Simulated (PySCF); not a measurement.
# GeH4S: the cost of one run

Computed with PySCF 2.14.0, with density-fitted response routines of our own, on a single molecule in the gas phase. Atoms are numbered from 0 throughout.

**1. Starting geometry**

6 atoms, charge 0, multiplicity 1; geometry from: GFN2-xTB. The atoms were then displaced at random by about 0.01 Å, so the start is not that level's minimum.

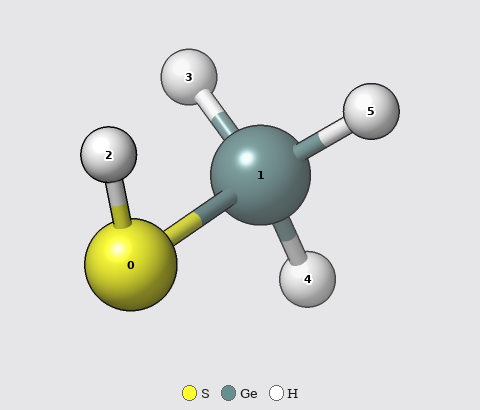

The starting geometry (sulfur yellow, germanium teal, hydrogen white), atoms numbered; sticks join atoms by distance.

**2. Geometry optimisation at PBE0-D3(BJ)/def2-SVP**

What the job is given:

```
{"job": {"xc": "PBE0", "basis": "def2-SVP", "d3": "d3bj", "grid": 1, "shake": 0.01, "kind": "geom"}, "charge": 0, "multiplicity": 1}
S      1.478990    -0.872190    -0.282920
Ge    -0.546060     0.013530    -0.027070
H      2.070280     0.212940     0.189180
H     -0.762510     0.339400     1.415970
H     -1.527070    -1.006180    -0.508780
H     -0.689470     1.282480    -0.831040
```

Launch:

```console
$ OMP_NUM_THREADS=1 python probes_run.py task.json out
```

The driver reads the jobs from task.json and runs them one after another.

**Question.** How long does this first job take on 1 thread of Arm Neoverse N1, shared host, and how much memory does it need?

About 8.8 s, with a peak of 0.31 GiB.
